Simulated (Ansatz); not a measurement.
GaAs (zinc blende)

```
GaAs
1.0
    0.00000     5.74607     5.74607
    2.87304     0.00000     2.87304
    2.87304     2.87304     0.00000
As Ga
2 2
Direct
  0.37500   0.75000   0.75000
  0.87500   0.75000   0.75000
  0.00000   0.00000   0.00000
  0.50000   0.00000   0.00000
```

A phonon eigenvector at L = (0.5, 0.0, 0.0) is frozen into this cell: atom i moves by Q times the vector below, so Q is the largest atomic displacement, in Å. The cell is held. It is one choice among 2 degenerate patterns. (q is in reciprocal vectors of the primitive cell; the cell shown is doubled to hold the pattern.)

```
atom       x       y       z
----  ------  ------  ------
As1    0.267  -0.486   0.753
As2   -0.267   0.486  -0.753
Ga3   -0.285   0.520  -0.805
Ga4    0.285  -0.520   0.805
```

The numbers are results of PBE (plane waves to 420 eV, PAW, scalar-relativistic; Ansatz, a first-principles code), not measurements. k mesh 5×10×10 (Γ-centred), Fermi-Dirac smearing 0.05 eV. E stands for the smeared free energy. GaAs was relaxed with its symmetry unable to fall. The PAW data are Ansatz's earlier set. ΔE is measured from the undisplaced structure.

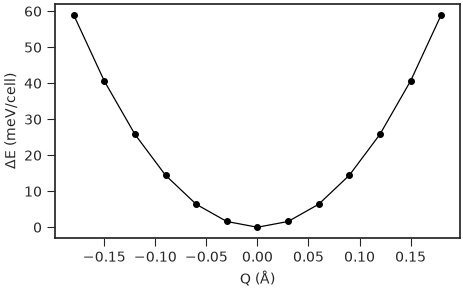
Figure: ΔE (meV/cell) against Q (Å); one marker a computed point.

Q: What is the energy change at Q = 0.180 Å?

A: About 59 meV/cell.

Q: What harmonic wavenumber does the curvature at Q = 0 give?

A: About 60 cm⁻¹.

(For displaced atoms, the force is minus the slope of the energy, and its curvature is a force constant, which sets phonon frequencies.)
